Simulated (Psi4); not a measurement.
**C2H3I (vinyl iodide) at HF/STO-3G**

Aim: the energy change on altering one bond length of C2H3I (vinyl iodide) at HF/STO-3G, from 2 runs. 

The calculation is run with Psi4 1.11.

**1. The structure to begin with**

The species is C2H3I (6 atoms), meant as a singlet with charge 0. As SMILES, `C=CI`. Geometry: relaxed at PBE0-D4/def2-TZVP.

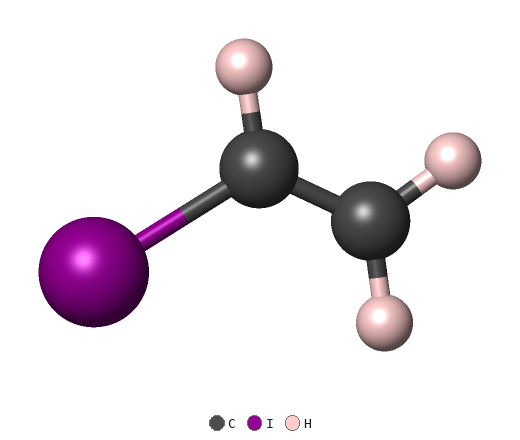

The structure, seen from a chosen angle (carbon dark grey, iodine purple, hydrogen pink).

**2. Energy and gradient at HF/STO-3G**

Contents of run.py:

```python
import numpy as np
from ase.calculators.psi4 import Psi4
from ase import Atoms

atoms = Atoms(['C', 'C', 'I', 'H', 'H', 'H'], positions=[
    [-0.622970, 0.068690, -0.457440],
    [0.372870, 0.151340, 0.404440],
    [1.844550, -1.301740, 0.608640],
    [-0.748780, -0.771200, -1.129510],
    [-1.355590, 0.868170, -0.507340],
    [0.509920, 0.984730, 1.081200],
])
calc = Psi4(atoms=atoms, method='scf', basis='STO-3G', memory='2200MB', num_threads=1, charge=0, multiplicity=1, label='calc')
calc.psi4.set_options({'puream': True, 'e_convergence': 1e-09, 'd_convergence': 1e-08, 'scf_type': 'pk'})
atoms.calc = calc

forces = atoms.get_forces()
print(f'energy: {atoms.get_potential_energy():.6f} eV')
print('forces / eV A^-1')
print(np.round(forces, 5))
```

Started as:

```
python run.py
```

calc.dat:

```text
[...]
  Running in c1 symmetry.
[...]
  Nuclear repulsion =  191.426561964455630
[...]
  Multiplicity = 1
[...]
  Nalpha       = 34
  Nbeta        = 34
[...]
    Number of basis functions: 40
[...]
   @RHF iter   1: -6927.13988629335381   -2.61238e+00   5.89846e-03 ADIIS/DIIS
[...]
   @RHF iter  10: -6927.19415061504787    4.54747e-12   1.46504e-09 DIIS
[...]
    Orbital Energies [Eh]
    ---------------------
    Doubly Occupied:
       1A   -1164.430509     2A   -177.170404     3A   -168.452830
       4A   -168.452063     5A   -168.452038     6A    -35.616483
       7A    -32.554155     8A    -32.550230     9A    -32.550122
      10A    -23.370556    11A    -23.369558    12A    -23.369454
      13A    -23.366061    14A    -23.366060    15A    -11.054927
      16A    -11.043131    17A     -6.558947    18A     -5.169638
      19A     -5.154485    20A     -5.154119    21A     -1.975850
      22A     -1.970074    23A     -1.969797    24A     -1.956334
      25A     -1.956334    26A     -1.010114    27A     -0.781058
      28A     -0.666378    29A     -0.590217    30A     -0.532721
      31A     -0.386046    32A     -0.384712    33A     -0.280710
      34A     -0.263894
[...]
  @RHF Final Energy: -6927.19415061504787
   => Energetics <=
    Nuclear Repulsion Energy =            191.4265619644556295
    One-Electron Energy =               -9925.3814047123341879
    Two-Electron Energy =                2806.7606921328301723
    Total Energy =                      -6927.1941506150487839
[...]
 Multipole Moments:
 ------------------------------------------------------------------------------------
     Multipole            Electronic (a.u.)      Nuclear  (a.u.)        Total (a.u.)
 ------------------------------------------------------------------------------------
 L = 1.  Multiply by 2.5417464519 to convert [e a0] to [Debye]
 Dipole X            :         12.2469852          -12.6749578           -0.4279726
 Dipole Y            :         -8.5596060            8.9568378            0.3972319
 Dipole Z            :          4.0977171           -4.1742874           -0.0765704
 Magnitude           :                                                    0.5889114
[...]
  -Total Gradient:
     Atom            X                  Y                   Z
    ------   -----------------  -----------------  -----------------
       1       -0.013089489775    -0.008814821472    -0.016580149355
       2        0.007525405497     0.008807138517     0.012067794180
       3       -0.002145425529     0.002176901987    -0.000256247037
       4        0.001547530056    -0.001883347623    -0.000026449540
       5        0.000639541311     0.003335649039     0.002785838721
       6        0.005522438450    -0.003621519964     0.002009213029
[...]
```

On the terminal:

```text
energy: -188498.554098 eV
forces / eV A^-1
[[ 0.67309  0.45328  0.85259]
 [-0.38697 -0.45288 -0.62055]
 [ 0.11032 -0.11194  0.01318]
 [-0.07958  0.09685  0.00136]
 [-0.03289 -0.17153 -0.14325]
 [-0.28398  0.18623 -0.10332]]
```

It took 2.4 s on 1 thread of Intel Xeon 6975P-C (Granite Rapids), shared host; peak memory 0.2 GiB.

**3. The distorted shape**

Contents of c2h3i.json:

```json
{
 "schema_name": "qcschema_input",
 "schema_version": 1,
 "molecule": {
  "schema_name": "qcschema_molecule",
  "schema_version": 2,
  "symbols": ["C", "C", "I", "H", "H", "H"],
  "geometry": [-3.40211552, 2.326559, -1.17314387, -1.52025065, 2.48274486, 0.45557328, 3.48569432, -2.45993209, 1.15016291, -3.63986196, 0.73939692, -2.4431721, -4.78656667, 3.83735724, -1.2674412, -1.26126369, 4.05762371, 1.73446434],
  "molecular_charge": 0,
  "molecular_multiplicity": 1,
  "fix_symmetry": "c1",
  "fix_com": true,
  "fix_orientation": true
 },
 "driver": "gradient",
 "model": {
  "method": "scf",
  "basis": "STO-3G"
 },
 "keywords": {
  "reference": "rhf",
  "puream": true,
  "e_convergence": 1e-09,
  "d_convergence": 1e-08,
  "scf_type": "pk",
  "scf_properties": ["LOWDIN_CHARGES", "QUADRUPOLE", "MAYER_INDICES"]
 }
}
```

Started as:

```
psi4 --qcschema c2h3i.json -n 1 --memory 2200MB
```

stdout (excerpt; [...] marks lines left out):

```text
[...]
  Running in c1 symmetry.
[...]
  Nuclear repulsion =  127.633230225161043
[...]
  Multiplicity = 1
[...]
  Nalpha       = 34
  Nbeta        = 34
[...]
    Number of basis functions: 40
[...]
   @RHF iter   1: -6926.79717857426385   -2.62260e+00   5.90915e-03 DIIS/ADIIS
[...]
   @RHF iter  45: -6926.94332388648400    0.00000e+00   4.42522e-09 DIIS
[...]
  @RHF Final Energy: -6926.94332388648400
   => Energetics <=
    Nuclear Repulsion Energy =            127.6332302251610429
    One-Electron Energy =               -9801.6928664315728383
    Two-Electron Energy =                2747.1163123199280562
    Total Energy =                      -6926.9433238864839950
[...]
 Multipole Moments:
 ------------------------------------------------------------------------------------
     Multipole            Electronic (a.u.)      Nuclear  (a.u.)        Total (a.u.)
 ------------------------------------------------------------------------------------
 L = 1.  Multiply by 2.5417464519 to convert [e a0] to [Debye]
 Dipole X            :       -147.0070998          145.5199096           -1.4871901
 Dipole Y            :         94.2175855          -92.8861997            1.3313858
 Dipole Z            :        -54.9764248           54.6770617           -0.2993631
 Magnitude           :                                                    2.0184006
 L = 2.  Multiply by 1.3450342976 to convert [e a0^2] to [Debye ang]
 Quadrupole XX       :       -794.0060780          765.0173533          -28.9887247
 Quadrupole XY       :        550.1547211         -550.7667839           -0.6120628
[...]
  -Total Gradient:
     Atom            X                  Y                   Z
    ------   -----------------  -----------------  -----------------
       1       -0.046319353728     0.020201573372    -0.023764968418
       2        0.027313829084     0.014539591747     0.031971980522
       3        0.032667269651    -0.031968580688     0.004726956635
       4        0.003933457115     0.000622617284     0.003606504935
       5        0.003512310065    -0.003028937734     0.000786820806
       6       -0.021107513233    -0.000366264037    -0.017327294478
[...]
```

The result, in JSON:

```text
{
 "driver": "gradient",
 "model": {
  "method": "scf",
  "basis": "STO-3G"
 },
 "success": true,
 "return_result": [-0.04631935372785673, 0.02020157337192243, -0.023764968417703564, 0.027313829083910945, 0.014539591746986269, 0.03197198052188219, 0.03266726965140382, -0.031968580687980204, 0.004726956635119971, 0.003933457114635025, 0.0006226172835986921, 0.003606504935135979, 0.0035123100649589456, -0.003028937733730308, 0.0007868208064048532, -0.021107513232556753, -0.0003662640365595937, -0.01732729447768283],
 "properties": {
  "calcinfo_nbasis": 40,
  "calcinfo_nmo": 40,
  "calcinfo_nalpha": 34,
  "calcinfo_nbeta": 34,
  "calcinfo_natom": 6,
  "nuclear_repulsion_energy": 127.63323022516104,
  "return_energy": -6926.943323886484,
  "return_gradient": [-0.04631935372785673, 0.02020157337192243, -0.023764968417703564, 0.027313829083910945, 0.014539591746986269, 0.03197198052188219, 0.03266726965140382, -0.031968580687980204, 0.004726956635119971, 0.003933457114635025, 0.0006226172835986921, 0.003606504935135979, 0.0035123100649589456, -0.003028937733730308, 0.0007868208064048532, -0.021107513232556753, -0.0003662640365595937, -0.01732729447768283],
  "scf_one_electron_energy": -9801.692866431573,
  "scf_two_electron_energy": 2747.116312319928,
  "scf_dipole_moment": [-1.4871901487427124, 1.331385757825558, -0.2993630788040136],
  "scf_total_energy": -6926.943323886484,
  "scf_total_gradient": [-0.04631935372785673, 0.02020157337192243, -0.023764968417703564, 0.027313829083910945, 0.014539591746986269, 0.03197198052188219, 0.03266726965140382, -0.031968580687980204, 0.004726956635119971, 0.003933457114635025, 0.0006226172835986921, 0.003606504935135979, 0.0035123100649589456, -0.003028937733730308, 0.0007868208064048532, -0.021107513232556753, -0.0003662640365595937, -0.01732729447768283],
  "scf_iterations": 45
 }
}
```

It took 3 s on 1 thread of Intel Xeon 6975P-C (Granite Rapids), shared host; peak memory 0.2 GiB.

**4. Outcome**

Level: HF/STO-3G.

| quantity | value |
| --- | --- |
| first shape: total energy | -6927.19415 Eh |
| first shape: dipole moment | 1.50 D |
| first shape: HOMO energy | -7.18 eV |
| first shape: LUMO energy | 8.13 eV |
| first shape: HOMO–LUMO gap | 15.31 eV |
| first shape: largest force on an atom | 1.177 eV/Å |
| distorted shape: total energy | -6926.94332 Eh |
| distorted shape: dipole moment | 5.13 D |
| distorted shape: HOMO energy | -5.33 eV |
| distorted shape: LUMO energy | -0.12 eV |
| distorted shape: HOMO–LUMO gap | 5.21 eV |
| distorted shape: largest force on an atom | 2.872 eV/Å |
| energy change with the C2–I3 bond stretched from 2.078 to 3.741 Å | 6.825 eV |

In words: One bond (distorted shape) is far stretched, which a spin-restricted single reference describes badly; a broken-symmetry solution may lie lower. With the C2–I3 bond stretched from 2.078 to 3.741 Å the energy rises by 6.83 eV (157 kcal/mol). The first shape isn't relaxed at this level, so the change isn't measured from a minimum. A restricted reference can't describe the breaking bond well at this length. The minimal basis adds a large error of its own. The largest force (first shape) is 1.18 eV/Å: the shape isn't a stationary point for this species at this level. Relativity is left out (first shape) although the molecule holds a heavy atom. Relativity is left out (distorted shape) although the molecule holds a heavy atom.
